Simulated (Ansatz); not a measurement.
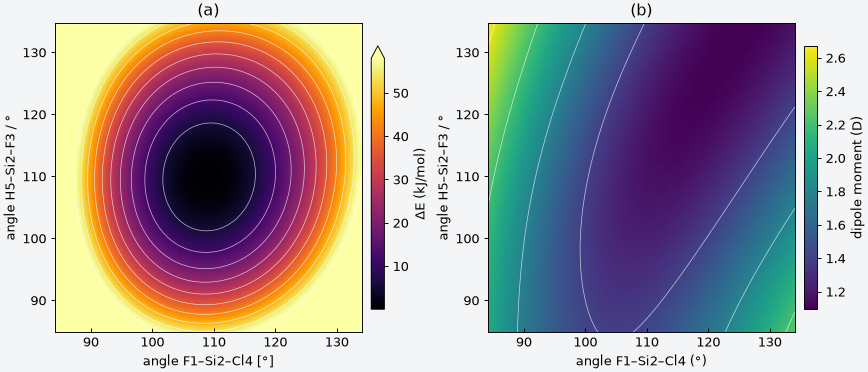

ClF2HSi, SMILES F[SiH](F)Cl. 
- Coordinates scanned: (1) angle F1–Si2–Cl4; (2) angle H5–Si2–F3.
- Nothing is relaxed (all other coordinates rigid).
- Grid: 9 × 9 points.
- Points are written as (first, second).
- Energies are in kJ/mol, from the lowest grid point.
- Computed with RHF-MP2, frozen core/def2-TZVP (Ansatz).

Panel (a) is the energy and panel (b) the computed dipole moment on the same grid.

Drawn: a smooth colour map with a few white contour lines, one colour for all values above the top of the scale. Between grid points the surface is interpolated.

How does the dipole moment vary over the map, and what is it at the lowest grid point?

Leaving out the highest fifth of the energies, it runs from 1.10 D at (121.6°, 128.5°) to 2.19 D at (90.3°, 128.5°). At the lowest grid point, (109.1°, 109.8°), it is 1.18 D.
